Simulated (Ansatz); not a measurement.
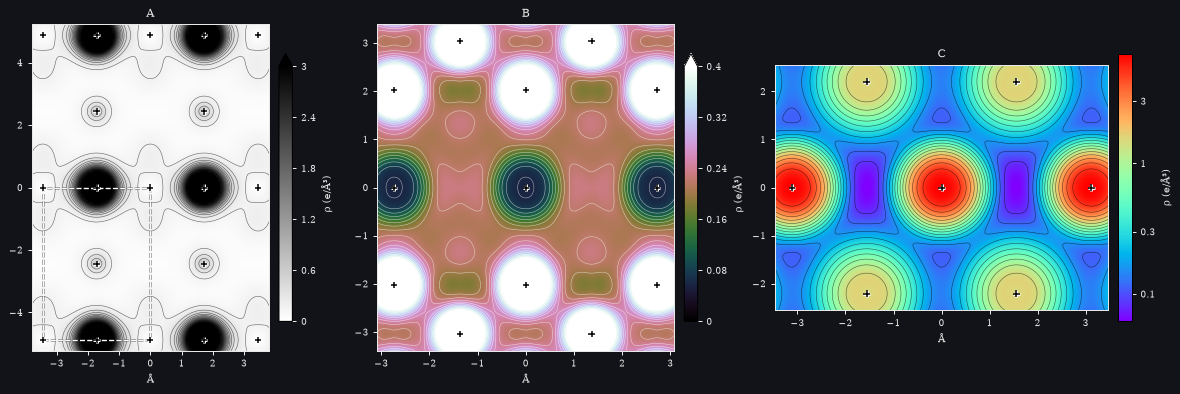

The valence pseudo-density of 3 systems, each on a plane through atoms (crosses mark nuclei in the plane).

Level of theory: DFT PBE, scalar-relativistic, plane waves, PAW in Ansatz 0.2.0.

System 1: CaC, the (011) plane of the conventional cell. Space group Pm-3m; a structure generated by program, which may or may not match a known phase.

```
Ca C
1.0
     3.11994    0.00000    0.00000
     0.00000    3.11994    0.00000
     0.00000    0.00000    3.11977
Ca C
1 1
Direct
  0.50000 0.50000 0.50000
  0.00000 0.00000 0.00000
```

System 2: AlH5, the (110) plane of the conventional cell. Space group P6/mmm; a structure generated by program, which may or may not match a known phase.

```
CELL_PARAMETERS angstrom
3.50789 0.00000 0.00000
-1.75394 3.03792 0.00000
0.00000 0.00000 2.73190
ATOMIC_POSITIONS crystal
Al 0.00000 0.00000 0.00000
H 0.50000 0.00000 0.50000
H 0.50000 0.50000 0.50000
H 0.00000 0.50000 0.50000
H 0.33333 0.66667 0.00000
H 0.66667 0.33333 0.00000
```

System 3: BeHF3, the (101̄) plane of the conventional cell. Space group Pm-3m; a structure generated by program, which may or may not match a known phase.

Match each panel to its system.

Panel A is system 3, BeHF3: the plane holds Be, H and F. Be–F (1.72 Å): the density is about 0.65 e/Å³ at the midpoint. Panel B is system 2, AlH5: the plane holds Al and H. Al–H (2.03 Å): ρ is about 0.22 e/Å³ halfway. Panel C is system 1, CaC: the plane holds Ca and C. Ca–C (2.70 Å): ρ is about 0.17 e/Å³ halfway.
